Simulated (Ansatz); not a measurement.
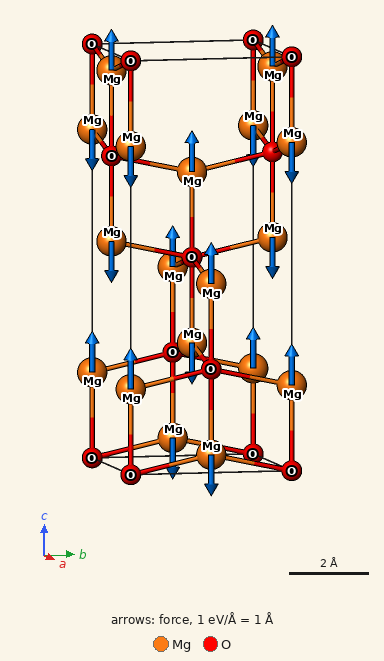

Starting geometry of crystalline Mg$_{2}$O (built on the anatase_141 type) (coarse preliminary run) with the computed forces as blue arrows. The picture is a ball-and-stick view of the conventional cell (2 times the calculation's cell), seen slightly off an axis. Lengths and directions refer to the drawn axes.

Case: anti-anatase type (I4_1/amd, No. 141).

Level of theory: Ansatz 0.2.0, DFT PBE, scalar-relativistic, plane waves, PAW.

The input:
```yaml
crystal:
  lattice:
    - [-2.1045572273, 2.1045572273, 5.2900283913]
    - [2.1045572273, -2.1045572273, 5.2900283913]
    - [2.1045572273, 2.1045572273, -5.2900283913]
  atoms:
    - { symbol: Mg, position: [0.2066, 0.2066, 0.0] }
    - { symbol: Mg, position: [0.9566, 0.4566, 0.5] }
    - { symbol: Mg, position: [0.5434, 0.0434, 0.5] }
    - { symbol: Mg, position: [0.7934, 0.7934, 0.0] }
    - { symbol: O, position: [0.0, 0.0, 0.0] }
    - { symbol: O, position: [0.75, 0.25, 0.5] }
basis:
  ecutwfc: 420
kpoints:
  mp_grid: { grid: [6, 6, 6] }
hamiltonian:
  xc: pbe
scf:
  occupations: { method: gaussian, width: 0.1 }
  lower_state_search: "off"
output:
  forces: true
  stress: true
  eigenvalues: true
relax:
  adjacent_minimum: "off"
  f_tol: 0.04
  max_steps: 70
  cell: { stress_tol: 0.4 }
```

Launched with:
```bash
ansatz run input.yaml --threads 1 --pin off --max-ram 2560MiB --backend cpu --events-out ev --progress --plain --runs-dir out
```

What follows when this structure is relaxed?

It isn't relaxed: the largest force vector, on Mg atoms, is 1.07 eV/Å. The atoms end up moving mostly along the starting forces (cosine between the two patterns 1.00). The largest moves relative to the cell, 0.30 Å, are those of Mg1, Mg2, Mg3 and Mg4. Mg3 goes along −c. O stays in place. The drawn cell changes as follows: a = b 4.209 → 4.362 Å (+3.6 %), c 10.580 → 8.816 Å (−16.7 %); the volume changes by −10.5 %. Among the contacts that change: Mg1–Mg3 2.722 → 2.990 Å, Mg1–O5 2.186 → 2.124 Å, Mg1–O6 2.154 → 2.182 Å. Bond angles that change, for instance: Mg2–O5–Mg2 155.4° → 175.8°, O6–Mg4–O6 155.4° → 175.8°, Mg1–O5–Mg3 77.7° → 87.9°. The space group stays I4_1/amd (No. 141). After 5 accepted moves (6 points after the start) the energy has fallen by 174 meV per atom. Largest force component: 1.1 eV/Å at the start, 0.00049 eV/Å at the end. Pressure: −1.47 GPa at the start and 0.08 GPa at the end. The SCF was repeated once at an unchanged geometry on a basis and grid sized afresh for the cell, which shifted the energy by 0.3 meV per atom at most. Cost: 30 s on 1 thread of Intel(R) Xeon(R) Platinum 8375C CPU @ 2.90GHz (Ice Lake), on a shared host, peak memory 0.44 GiB.
